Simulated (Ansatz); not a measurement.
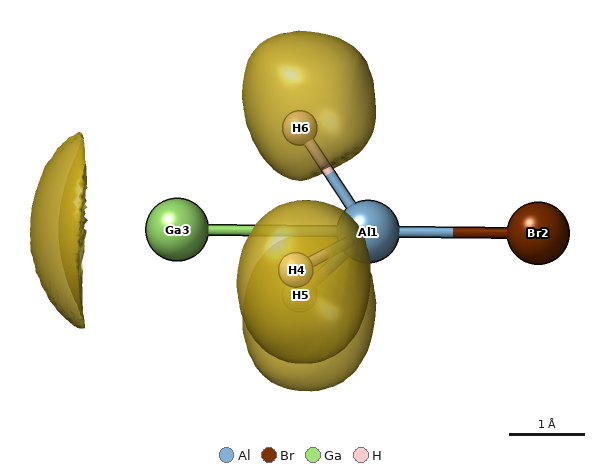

Figure 1: AlBrGaH3. Isosurface of the ELF at 0.9 (yellow), seen at a tilt. Core shells and regions of very low density are left out.

Geometry: BLYP-D3(BJ)/def2-SVP.

The calculation used isolated molecule in a Gaussian basis; Kohn-Sham density functional theory, functional PBE0 in Ansatz.

Input

```
basis:
  gaussian: {orbitals: def2-TZVPD}
crystal:
  periodic: [false, false, false]
  atoms:
    - {symbol: Al, position_ang: [0.494389, 0.158965, -0.055048]}
    - {symbol: Br, position_ang: [0.687564, -0.167917, 2.193740]}
    - {symbol: Ga, position_ang: [0.277618, 0.525308, -2.577162]}
    - {symbol: H, position_ang: [0.976796, 1.558842, -0.839860]}
    - {symbol: H, position_ang: [-0.963551, 0.129159, -0.880749]}
    - {symbol: H, position_ang: [1.232604, -0.809948, -1.205920]}
hamiltonian: {xc: {name: PBE0}}
output: {forces: true, orbitals: {seedname: orbitals}}
```

Command:

```sh
ansatz run input.yaml --threads 2 --pin off --max-ram 4350MiB --events-out events.jsonl --progress --plain --runs-dir runs
```

> Where are the electrons localised?

At this value the surface marks out three regions around hydrogen nuclei and one lobe on Ga, pointing away from the bonds (lone pairs). Along the contacts the grid gives the following. Al–Br (2.28 Å): the ELF peaks at about 0.85 in the valence shell of Br, 1.1 Å from its nucleus, and is about 0.80 at the midpoint. Al–Ga (2.56 Å): the ELF is about 0.20 at the midpoint.
